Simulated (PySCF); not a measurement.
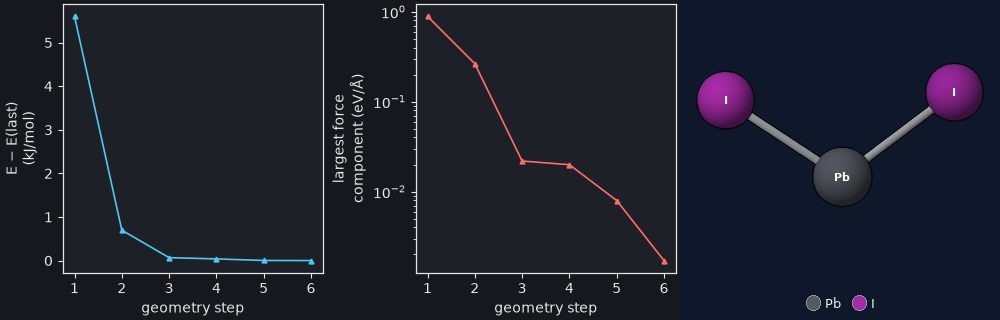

Beside the plot: the molecule at the start.

History of a geometry optimisation. PbI2 molecule; PySCF, RKS-based BP86, Pb def2-TZVP with ECP60, I def2-TZVP with ECP28; non-relativistic Hamiltonian with scalar-relativistic core potentials; density fitting. The start has point group C2v, which is kept. A held symmetry can leave a saddle point.

The optimisation met its thresholds at geometry 6, counting the start as the first. The energy fell by about 5.6 kJ/mol from the first step to the last. The largest force component goes from about 0.89 eV/Å at the start to 1.7 × 10⁻³ eV/Å at the end.
